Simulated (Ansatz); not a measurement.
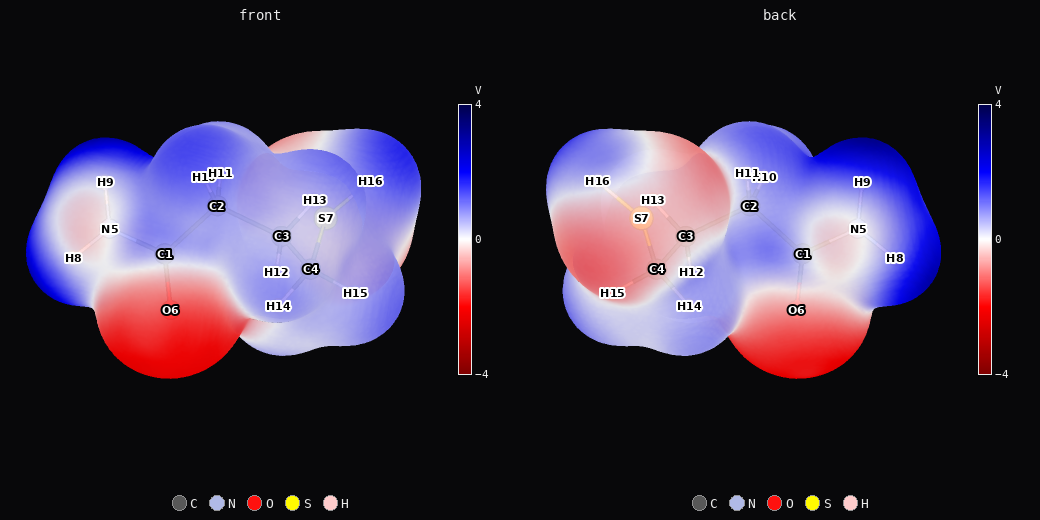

The picture shows: C4H9NOS (SMILES NC(=O)CCCS). The molecular electrostatic potential painted on the density surface at 0.004 e/bohr³, seen from the front and from behind; red is negative and blue positive.

Geometry: B3LYP/def2-SVP.

Computed with isolated molecule in a Gaussian basis; Kohn-Sham density functional theory, functional PBE0 (Ansatz).

```yaml
atoms:
  - { symbol: C, position_ang: [-1.0334, 0.9542, 0.6983] }
  - { symbol: C, position_ang: [0.1497, 0.4915, 1.5511] }
  - { symbol: C, position_ang: [-0.1561, 0.4882, 3.0479] }
  - { symbol: C, position_ang: [-1.1623, -0.5747, 3.4973] }
  - { symbol: N, position_ang: [-0.8895, 0.7428, -0.6423] }
  - { symbol: O, position_ang: [-2.0211, 1.4911, 1.1696] }
  - { symbol: S, position_ang: [-0.6757, -2.3204, 3.1725] }
  - { symbol: H, position_ang: [-1.6397, 1.0311, -1.2592] }
  - { symbol: H, position_ang: [-0.0941, 0.2555, -1.0318] }
  - { symbol: H, position_ang: [0.9931, 1.1730, 1.3405] }
  - { symbol: H, position_ang: [0.4691, -0.5131, 1.2249] }
  - { symbol: H, position_ang: [-0.5686, 1.4722, 3.3258] }
  - { symbol: H, position_ang: [0.7864, 0.3625, 3.6079] }
  - { symbol: H, position_ang: [-2.1118, -0.4459, 2.9568] }
  - { symbol: H, position_ang: [-1.3851, -0.4651, 4.5691] }
  - { symbol: H, position_ang: [0.3987, -2.3443, 3.9969] }
```

**Which sites attract a positive test charge, and which a negative one?**

A positive charge is drawn to the negative regions and a negative charge to the positive ones. The most negative region (about −2.1 V) lies over O6, the most positive (about +3.0 V) over H9. O6 is the likeliest acceptor of a hydrogen bond.

**How polar is the molecule by this calculation?**

Its dipole moment is 3.22 D.
